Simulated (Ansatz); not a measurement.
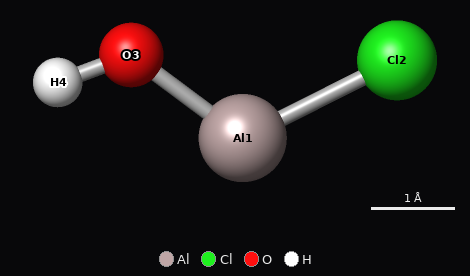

**Figure 1.** The structure as given in the input (ball-and-stick view, seen on its broad side; atoms are numbered from 1 in the order of the input). Sticks mark near contacts.

## Single-point calculation, with input and output: AlHClO

The run: single-point calculation of AlHClO, multiplicity 2. Method and program: UKS B3LYP-D4/def2-TZVPP (Ansatz 0.2.0).

The geometry comes from this level: PBE0-D4/def2-TZVP.

### Output
```
Functional definition: B3LYP
  name "B3LYP"
  cite "Stephens, Devlin, Chabalowski & Frisch, J. Phys. Chem. 98, 11623 (1994) doi:10.1021/j100096a001"
  cite "Becke, Phys. Rev. A 38, 3098 (1988) doi:10.1103/PhysRevA.38.3098"
  cite "Lee, Yang & Parr, Phys. Rev. B 37, 785 (1988) doi:10.1103/PhysRevB.37.785"
  cite "Vosko, Wilk & Nusair, Can. J. Phys. 58, 1200 (1980) doi:10.1139/p80-159"
  parameter a0 = 0.2
  parameter ax = 0.72
  parameter ac = 0.81
  exchange = (1 - a0 - ax)*slater_x + ax*b88_x + a0*exact_x
  correlation = (1 - ac)*vwn_rpa_c + ac*lyp_c
816 factors; their error is unknown
mean field evaluation 1: about -21180.6236 eV, gradient 4.6e1 eV
mean field evaluation 2: about -21128.0874 eV, gradient 1.1e2 eV
mean field evaluation 4: about -21187.5827 eV, gradient 6.7e0 eV
mean field evaluation 8: about -21187.7934 eV, gradient 1.3e-1 eV
mean field evaluation 16: about -21187.7935 eV, gradient 6.3e-5 eV
mean field -21187.79349159 eV, -778.6370492138 hartree, gradient 6.3e-5 eV, S^2 0.751573; 0 other end points of the search recorded, 0 dependent functions left out
reference -21187.79370858 eV, -778.6370571877 hartree; 20, 19 occupied and 109, 110 virtual orbitals, 816 factors
Total energy: -21187.91766122 eV, -778.6416123633 hartree
```

This output came from the following input.

### Input
```yaml
crystal:
  periodic: [false, false, false]
  atoms:
    - {symbol: Al, position_ang: [-1.282877, 0.328088, 1.307124]}
    - {symbol: Cl, position_ang: [-2.219466, 1.416156, -0.233031]}
    - {symbol: O, position_ang: [-0.083892, 1.130685, 2.196035]}
    - {symbol: H, position_ang: [0.396284, 0.722006, 2.915494]}
basis:
  gaussian: {orbitals: def2-TZVPP}
magnetization: {spin_polarized: true, initial_magnetization: 1}
hamiltonian: {xc: {name: B3LYP}, dispersion: d4}
```

Launched with:
```bash
ansatz run in.yaml --threads 4 --pin off --events-out ev --progress --plain --max-ram 66560MiB --backend cpu
```

### Results in brief

```tsv
quantity	value
outcome	converged
total energy	−21187.9177 eV
mean-field energy	−21187.7937 eV
dispersion energy	−0.1240 eV
⟨S²⟩	0.752
SCF solution under orbital rotations	stable
hardware	4 CPU threads, shared host
wall time	0.9 s (CPU time 3.1 s)
peak memory	0.69 GiB
```
